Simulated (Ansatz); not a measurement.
# B2S (triplet): correlated methods under varied settings

What do other methods and options give for B2S (triplet) at this geometry, and how long do they take?

Program: Ansatz 0.2.0, Gaussian basis. Level of theory: the settings change from run to run. These are calculated values, not measurements.

27 further runs of the same task are left out: 13 that didn't finish, 14 set aside as unsound or not needed.

## 1. The geometry

The geometry is a PBE0/def2-TZVP stationary point (not a proven minimum).

3 atoms, charge 0, spin multiplicity 3.

Atoms are counted from 1 here; the program's logs count them from 0.

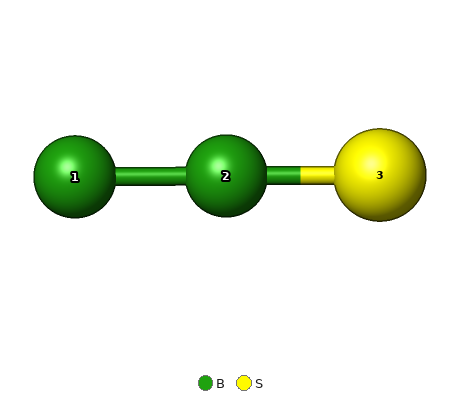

The geometry (boron green, sulfur yellow); atoms are numbered from 1 in the order of the file.

Coordinates:

```xyz
3
charge 0, multiplicity 3
B     0.0000    0.0000    1.6010
B     0.0000    0.0000    0.0083
S     0.0000    0.0000   -1.6093
```

## 2. BCCD(T) on UHF/cc-pVDZ

Contents of in.yaml:

```yaml
crystal:
  periodic: [false, false, false]
  atoms:
    - {symbol: B, position_ang: [0.000000, 0.000000, 1.601001]}
    - {symbol: B, position_ang: [0.000000, 0.000000, 0.008300]}
    - {symbol: S, position_ang: [0.000000, 0.000000, -1.609301]}
basis:
  gaussian: {orbitals: cc-pVDZ}
magnetization: {spin_polarized: true, initial_magnetization: 2}
correlation: {method: bccd_t, electrons: outside_noble_gas, diis_vectors: 4}
output: {forces: true}
```

The run is started by

```
> ansatz run in.yaml --threads 1 --pin off --events-out ev --progress --plain --max-ram 2393MiB
```

The log of the run, cut to the lines that bear on the results:

```text
Functional definition: HF
  name "HF"
  cite "Fock, Z. Phys. 61, 126 (1930) doi:10.1007/BF01340294"
  parent pbe
[...]
458 factors; integrals over basis functions are off by at most 1.3e-3 eV
[...]
mean field -12158.00278417 eV, -446.7983613281 hartree, gradient 3.8e-6 eV, S^2 2.014530; 13 other end points of the search recorded, 0 dependent functions left out
determinant -12158.00278417 eV, -446.7983613281 hartree, with singles and doubles -12165.00709088 eV, -447.0557648520 hartree
determinant -12155.44445693 eV, -446.7043445359 hartree, with singles and doubles -12161.97299602 eV, -446.9442639223 hartree
determinant -12155.35026455 eV, -446.7008830298 hartree, with singles and doubles -12162.43256699 eV, -446.9611528442 hartree
determinant -12155.25895578 eV, -446.6975274946 hartree, with singles and doubles -12161.84064055 eV, -446.9393999484 hartree
determinant -12155.11029932 eV, -446.6920644702 hartree, with singles and doubles -12161.79451036 eV, -446.9377046953 hartree
determinant -12154.84358638 eV, -446.6822629505 hartree, with singles and doubles -12161.81370737 eV, -446.9384101725 hartree
determinant -12154.59617578 eV, -446.6731707788 hartree, with singles and doubles -12161.76665835 eV, -446.9366811530 hartree
7 core orbitals not correlated: weight in the atoms' cores, before any rotation towards them, 1.000 or more for the frozen orbitals, at most 0.000 for the correlated occupied ones
reference -12158.00278417 eV, -446.7983613281 hartree; 7, 5 occupied and 32, 34 virtual orbitals, 458 factors
second order -6.26193258 eV of doubles, -0.00000000 eV of singles
cycle   1  -6.97428794 eV  change    3.0e-2 eV  update   2.6e-2
[...]
cycle  19  -6.97638937 eV  change    8.7e-8 eV  update   2.9e-7
perturbative correction -0.38348378 eV, -0.0140927689 hartree
[...]
Total energy: -12165.36265733 eV, -447.0688316777 hartree
Atom 0 at     0.000000     0.000000     1.601001 Å, force    -0.000000     0.000000     0.953521 eV/Å
Atom 1 at     0.000000     0.000000     0.008300 Å, force    -0.000000    -0.000000     0.420907 eV/Å
Atom 2 at     0.000000     0.000000    -1.609301 Å, force    -0.000000    -0.000000    -1.374428 eV/Å
Dipole moment:    -0.000000    -0.000000     0.220413 e Å
```

Wall time 59 s (1 thread of AMD EPYC, shared host).

From the report: ⟨S²⟩ of the determinant 2.015 (pure triplet: 2.00); correlation -7.3599 eV; largest double amplitude 0.07.

## 3. BCCD on UHF/cc-pVDZ

in.yaml: that of step 2 with these lines changed.

```diff
@@ -9,3 +9,5 @@
 magnetization: {spin_polarized: true, initial_magnetization: 2}
-correlation: {method: bccd_t, electrons: outside_noble_gas, diis_vectors: 4}
+hamiltonian: {pseudopotentials: {relativity: scalar}}
+correlation: {method: bccd, electrons: outside_noble_gas, diis_vectors: 2}
+scf: {lower_state_search: full}
 output: {forces: true}
```

Same command.

The log of the run, cut to the lines that bear on the results:

```text
Functional definition: HF
  name "HF"
  cite "Fock, Z. Phys. 61, 126 (1930) doi:10.1007/BF01340294"
  parent pbe
[...]
458 factors; integrals over basis functions are off by at most 1.3e-3 eV
[...]
mean field -12184.48478072 eV, -447.7715567512 hartree, gradient 3.5e-6 eV, S^2 2.014734; 15 other end points of the search recorded, 0 dependent functions left out
determinant -12184.48478072 eV, -447.7715567512 hartree, with singles and doubles -12191.49412709 eV, -448.0291454789 hartree
determinant -12181.93766641 eV, -447.6779520267 hartree, with singles and doubles -12188.46816603 eV, -447.9179434612 hartree
determinant -12181.83075106 eV, -447.6740229598 hartree, with singles and doubles -12188.91807615 eV, -447.9344773530 hartree
determinant -12181.74956741 eV, -447.6710395159 hartree, with singles and doubles -12188.33337887 eV, -447.9129901243 hartree
[...]
determinant -12181.08372263 eV, -447.6465701715 hartree, with singles and doubles -12188.25868360 eV, -447.9102451239 hartree
7 core orbitals not correlated: weight in the atoms' cores, before any rotation towards them, 1.000 or more for the frozen orbitals, at most 0.000 for the correlated occupied ones
reference -12184.48478072 eV, -447.7715567512 hartree; 7, 5 occupied and 32, 34 virtual orbitals, 458 factors
second order -6.26800032 eV of doubles, -0.00000000 eV of singles
cycle   1  -6.97919724 eV  change    3.0e-2 eV  update   2.6e-2
[...]
cycle  24  -6.98130483 eV  change    2.6e-8 eV  update   2.9e-7
[...]
Total energy: -12191.46608556 eV, -448.0281149717 hartree
Relativity: scalar
Atom 0 at     0.000000     0.000000     1.601001 Å, force    -0.000000     0.000000     0.976342 eV/Å
Atom 1 at     0.000000     0.000000     0.008300 Å, force     0.000000    -0.000000    -0.137881 eV/Å
Atom 2 at     0.000000     0.000000    -1.609301 Å, force    -0.000000    -0.000000    -0.838461 eV/Å
Dipole moment:     0.000000     0.000000     0.271027 e Å
```

Wall time 58 s (1 thread of AMD EPYC, shared host).

From the report: ⟨S²⟩ of the determinant 2.015 (pure triplet: 2.00); correlation -6.9813 eV; largest double amplitude 0.07.

## 4. CCSD(T)/def2-SVP

Contents of in.yaml:

```yaml
crystal:
  periodic: [false, false, false]
  atoms:
    - {symbol: B, position_ang: [0.000000, 0.000000, 1.601001]}
    - {symbol: B, position_ang: [0.000000, 0.000000, 0.008300]}
    - {symbol: S, position_ang: [0.000000, 0.000000, -1.609301]}
basis:
  gaussian: {orbitals: def2-SVP}
magnetization: {spin_polarized: false, initial_magnetization: 2}
hamiltonian: {xc: {name: B3LYP}}
correlation: {method: ccsd_t, electrons: all}
output: {forces: true}
```

Launched as before.

The log of the run, cut to the lines that bear on the results:

```text
Functional definition: B3LYP
  name "B3LYP"
  cite "Stephens, Devlin, Chabalowski & Frisch, J. Phys. Chem. 98, 11623 (1994) doi:10.1021/j100096a001"
  cite "Becke, Phys. Rev. A 38, 3098 (1988) doi:10.1103/PhysRevA.38.3098"
  cite "Lee, Yang & Parr, Phys. Rev. B 37, 785 (1988) doi:10.1103/PhysRevB.37.785"
  cite "Vosko, Wilk & Nusair, Can. J. Phys. 58, 1200 (1980) doi:10.1139/p80-159"
[...]
448 factors; integrals over basis functions are off by at most 1.1e-3 eV
[...]
mean field -12179.81836710 eV, -447.6000692134 hartree, gradient 3.5e-6 eV, S^2 2.000000; 1 other end points of the search recorded, 0 dependent functions left out
[...]
reference -12152.75615831 eV, -446.6055513839 hartree; 14, 12 occupied and 32, 34 virtual orbitals, 448 factors
second order -7.22425103 eV of doubles, -0.41373128 eV of singles
cycle   1  -7.47086489 eV  change    1.5e-1 eV  update   1.3e-1
[...]
cycle  16  -7.85048781 eV  change    2.9e-8 eV  update   7.5e-7
perturbative correction -0.41446719 eV, -0.0152313884 hartree
[...]
Total energy: -12161.02111331 eV, -446.9092828779 hartree
Atom 0 at     0.000000     0.000000     1.601001 Å, force    -0.000000    -0.000000     0.707590 eV/Å
Atom 1 at     0.000000     0.000000     0.008300 Å, force     0.000000     0.000000    -0.024878 eV/Å
Atom 2 at     0.000000     0.000000    -1.609301 Å, force    -0.000000     0.000000    -0.682712 eV/Å
Dipole moment:    -0.000000     0.000000     0.183681 e Å
```

It took 62 s on 1 thread of AMD EPYC, shared host.

From the report: correlation -8.2650 eV; T1 0.014; largest double amplitude 0.07. The orbitals are Kohn-Sham ones, so correlation energy and T1 don't compare with those on Hartree-Fock orbitals.

## 5. The runs in one table

Where basis and cores are those of an earlier UCCSDT(Q)/cc-pVDZ run (-12165.4396 eV), and the state is the same kind, the miss against it is given.

```tsv
level	correlated	functions	energy (eV)	from UCCSDT(Q) (meV)	time
BCCD(T) on UHF/cc-pVDZ	outside noble gas	46	-12165.3627	76.9	59 s
BCCD on UHF/cc-pVDZ (relativity set)	outside noble gas	46	-12191.4661		58 s
CCSD(T)/def2-SVP (on B3LYP orbitals)	all	46	-12161.0211		62 s
```

## 6. Outcome

```
quantity                                       value
    runs                                           3
quickest  BCCD on UHF/cc-pVDZ (relativity set), 58 s
 slowest  CCSD(T)/def2-SVP (on B3LYP orbitals), 62 s
```

In words: Total energies in different bases, with other cores or another treatment of relativity can't be set against each other. The times lie within a factor of two.
